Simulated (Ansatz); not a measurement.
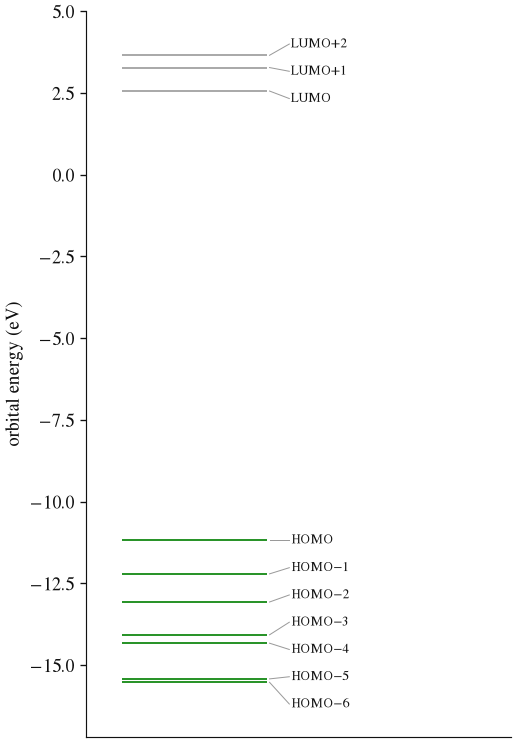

SiNH₃OF, SMILES N[Si@@H]([O])F, doublet. Kohn-Sham orbital energies near the frontier (alpha spin), ωB97X-V/def2-TZVPP with the Ansatz code, at a PBE0-D4/def2-TZVP geometry (no frequency check), isolated molecule; empty levels in grey, levels within 0.03 eV side by side.

Q: Where do the highest filled and lowest empty alpha orbitals lie?

A: HOMO at −11.17 eV, LUMO at 2.56 eV, 13.73 eV apart.

Q: And the beta frontier levels?

A: Beta HOMO −10.95 eV, beta LUMO −2.40 eV.

Q: List the levels.

A:
| orbital | energy (eV) |
| --- | --- |
| LUMO+2 | 3.65 |
| LUMO+1 | 3.28 |
| LUMO | 2.56 |
| HOMO | −11.17 |
| HOMO−1 | −12.21 |
| HOMO−2 | −13.07 |
| HOMO−3 | −14.07 |
| HOMO−4 | −14.33 |
| HOMO−5 | −15.42 |
| HOMO−6 | −15.52 |

Caveats: empty levels above zero depend strongly on the basis.
